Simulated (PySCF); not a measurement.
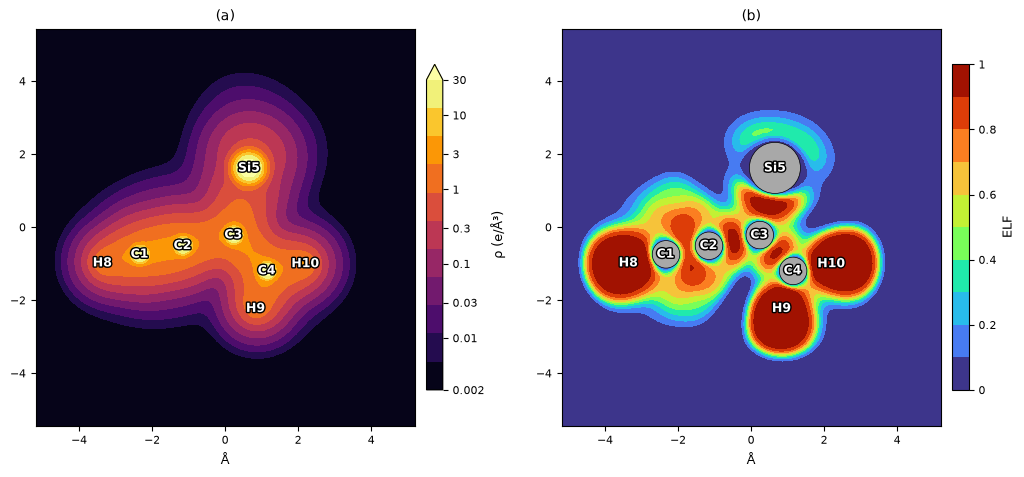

Figure. C$_{6}$H$_{9}$Si (charge +1). (a) electron density; (b) electron localisation function on the plane of atoms H9, C4 and H10. Grey discs cover the atomic cores in the ELF map.

Geometry: GFN2-xTB.

Computed with PySCF 2.14.0, PBE0/def2-SVPD, SCF density, gas phase.

```xyz
16

C     2.3360    2.0208    0.7367
C     1.7950    1.0870    0.2103
C     1.1386   -0.0057   -0.4176
C     1.7876   -0.7938   -1.2862
Si   -0.6698   -0.2200    0.0715
C    -2.0057    0.4233   -1.0872
C    -1.0629   -1.0513    1.7127
H     2.8384    2.8300    1.1799
H     2.8241   -0.6152   -1.5208
H     1.3151   -1.6270   -1.7772
H    -2.3088   -0.3424   -1.8017
H    -2.9007    0.7258   -0.5429
H    -1.6585    1.2814   -1.6657
H    -1.2001   -2.1254    1.5849
H    -0.2565   -0.9163    2.4356
H    -1.9794   -0.6622    2.1562
```

Describe what can be read from this map.

- The plane passes through C, Si and H nuclei.
- C–C (1.20 Å): ρ at the midpoint is about 2.7 e/Å³; the ELF peaks at about 0.85 between the atoms: a short, multiple covalent bond.
- C–Si (1.89 Å): ρ is about 0.97 e/Å³ halfway; the ELF peaks at about 0.95 between the atoms; a shared electron pair.
- C–H (1.05 Å): the density is about 2.1 e/Å³ at the midpoint; the ELF climbs to about 1 towards the hydrogen, as it does in any bond to H: a covalent bond by its length.
- C–C (1.34 Å): ρ is about 2.2 e/Å³ halfway; the ELF peaks at about 0.90 between the atoms; a multiple bond.
